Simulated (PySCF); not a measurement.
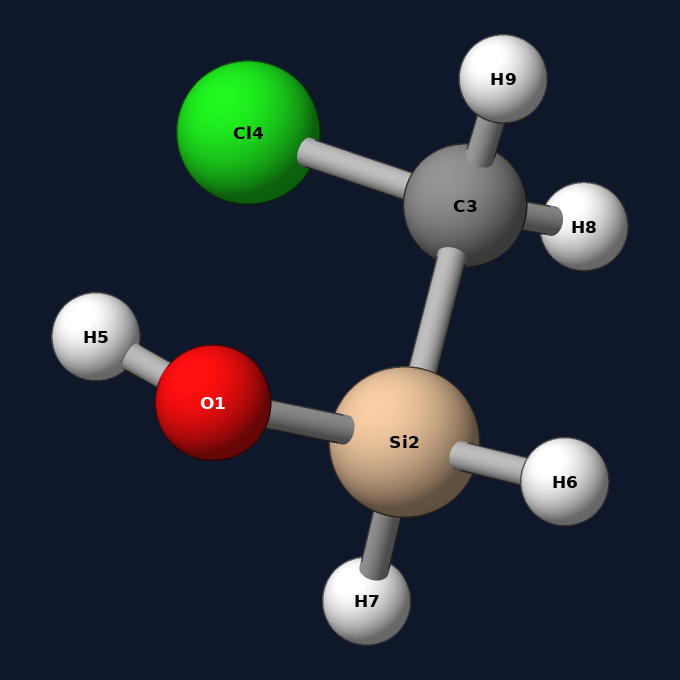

The questions are on isotropic NMR shieldings of the H atoms. The computed structure is the end point of a GFN2-xTB optimisation. No frequency run is at hand to confirm it as a minimum. Properties computed with GIAO PBE0/pcSseg-1 NMR shielding, non-relativistic, gas phase (PySCF 2.14.0).

List the isotropic NMR shieldings of the H atoms.

| atom | σ (ppm) |
| --- | --- |
| H5 | 29.82 |
| H6 | 26.83 |
| H7 | 26.75 |
| H8 | 28.95 |
| H9 | 28.59 |

The geometry is semi-empirical. Around Si such bond lengths and angles can be off by a tenth of an ångström or more and by several degrees, and values that hang on the shape move with them.
